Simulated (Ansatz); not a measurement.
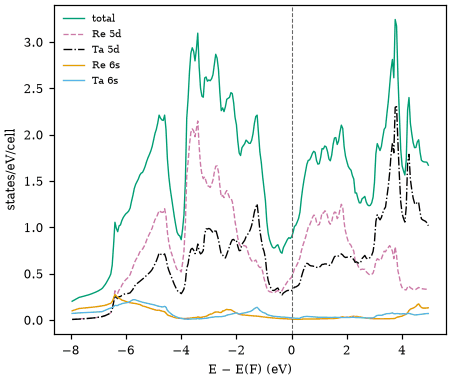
*Total and projected density of states of TaRe in space group Cmmm (No. 65; Ta on 2c, Re on 2a), DFT-r²SCAN in the program Ansatz with PAW potentials*

Q: Which orbitals carry the states next to the Fermi level?

A: Within 0.5 eV of the Fermi level: Re 5d 52 %, Ta 5d 37 %, outside the projected shells 7 %. Projections are on Löwdin-orthogonalised atomic valence shells; empty p or d shells of many metals are not among them.

Q: Where is the tallest occupied peak in this window, and what makes it?

A: Near -3.4 eV, about 3.1 states/eV per cell; the largest projected share is Re 5d.

The first step of the workflow began from a Materials Project structure, measured or hypothetical; the Crystallography Open Database copy checked does not list it. With Ta and Re taken as one species the cell has the higher symmetry Im-3m, so it may be an ordered model of a mixed-site phase. Whether it is the stable phase at ambient conditions was not checked. The cell was relaxed with r²SCAN under the symmetry of its start; its stability against distortions is not shown here. The run is not spin-polarised. Spin–orbit coupling is left out wherever it is not named.

Potentials: the later of the program's two PAW sets.
